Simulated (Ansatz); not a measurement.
**CH₆N₂OSSi: density, localisation and related maps**

The calculation's input:

```
crystal:
  periodic: [false, false, false]
  atoms:
    - { symbol: "N", position_ang: [0.7641, -1.3967, -1.3379] }
    - { symbol: C, position_ang: [-0.1019, -1.1748, -0.3758] }
    - { symbol: S, position_ang: [-0.6843, -2.6174, 0.4207] }
    - { symbol: "N", position_ang: [-0.5671, -0.0122, 0.0978] }
    - { symbol: Si, position_ang: [0.3611, 1.2562, 0.4537] }
    - { symbol: O, position_ang: [-0.6782, 2.4888, 0.8999] }
    - { symbol: H, position_ang: [0.9486, -0.4546, -1.7955] }
    - { symbol: H, position_ang: [0.0868, -3.43, -0.36] }
    - { symbol: H, position_ang: [-1.2455, -0.1976, 0.9314] }
    - { symbol: H, position_ang: [1.2214, 0.9026, 1.6363] }
    - { symbol: H, position_ang: [1.0913, 1.6695, -0.7179] }
    - { symbol: H, position_ang: [-1.1192, 2.9109, 0.1812] }
basis:
  gaussian: { orbitals: "6-31G*" }
hamiltonian:
  xc: blyp
relax:
  f_tol: 0.02
  max_steps: 50
output:
  orbitals: {}
```

Run with:

```sh
ansatz run input.yaml --threads 2 --pin off --max-ram 3072MiB --backend cpu --events-out ev --progress --plain --runs-dir out
```

The fields are those of the relaxed geometry.

These are results of RKS BLYP/6-31G* in Ansatz 0.2.0, not measurements.

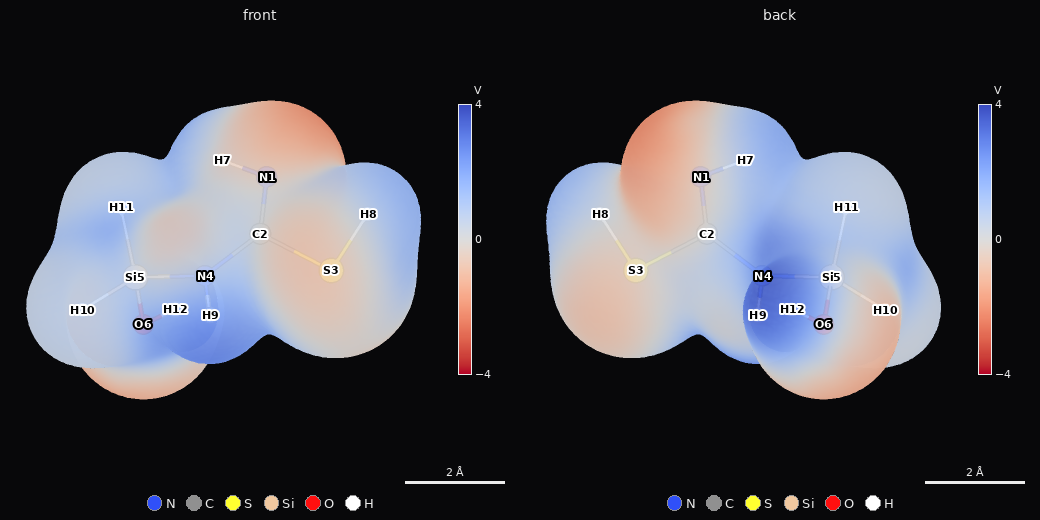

Figure 1. The electrostatic potential painted on the density surface at 0.004 e/bohr³, seen from the front and from behind; red is negative and blue positive.

**Describe the electrostatic potential map.**

The most negative region (about −2.0 V, or −46 kcal/mol for a unit charge) lies over N1, the most positive (about +3.4 V, or +78 kcal/mol for a unit charge) over H12. N1 is the likeliest acceptor of a hydrogen bond.

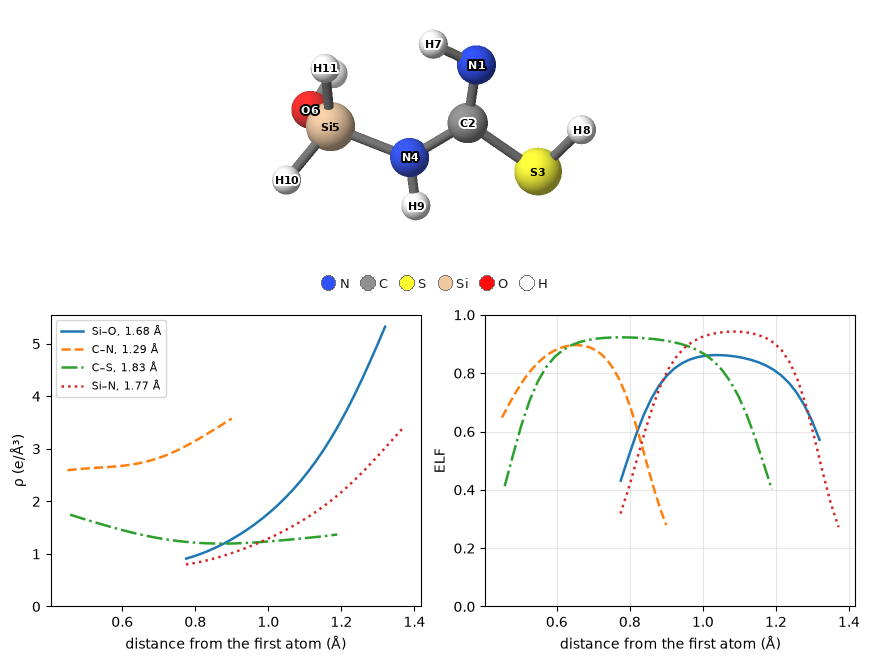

Figure 2. Electron density and ELF along straight lines between neighbouring atoms. The curves leave out the atomic cores. The structure is drawn too.

**Compare the contacts.**

Si–O (1.68 Å): ρ at the midpoint is about 1.1 e/Å³; the ELF peaks at about 0.85 between the atoms, as expected for a shared but strongly polarised pair.
C–N (1.29 Å): ρ at the midpoint is about 2.7 e/Å³; the ELF peaks at about 0.90 between the atoms; a covalent bond.
C–S (1.83 Å): ρ is about 1.2 e/Å³ halfway; the ELF peaks at about 0.90 between the atoms, as expected for a covalent bond.
Si–N (1.77 Å): ρ is about 0.98 e/Å³ halfway; the ELF peaks at about 0.95 between the atoms (a shared but strongly polarised pair).

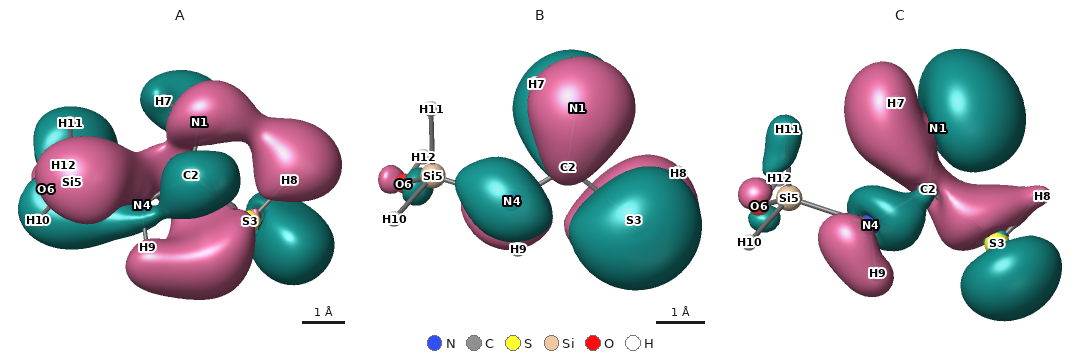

Figure 3. Three frontier orbitals at ±0.06 Å⁻³ᐟ² (teal and pink are the two phases), in no order.

**Order the three orbitals by energy and name them.**

C is the HOMO−1 (−6.03 eV). Its weight (Hirshfeld) is mainly on N1 (about 65 %), S3 (about 10 %), C2 (about 10 %) and H7 (about 5 %). B is the HOMO (−5.52 eV). By Hirshfeld shares it lies mainly on S3 (about 40 %), N1 (about 35 %), C2 (about 10 %) and N4 (about 10 %); largely a combination of lone pairs on S3, N1 and N4. A is the LUMO (−0.71 eV). By Hirshfeld shares it lies mainly on S3 (about 30 %), C2 (about 20 %), N1 (about 15 %), Si5 (about 10 %) and H8 (about 10 %).

**What is the HOMO–LUMO gap?**

4.81 eV between the orbital energies.
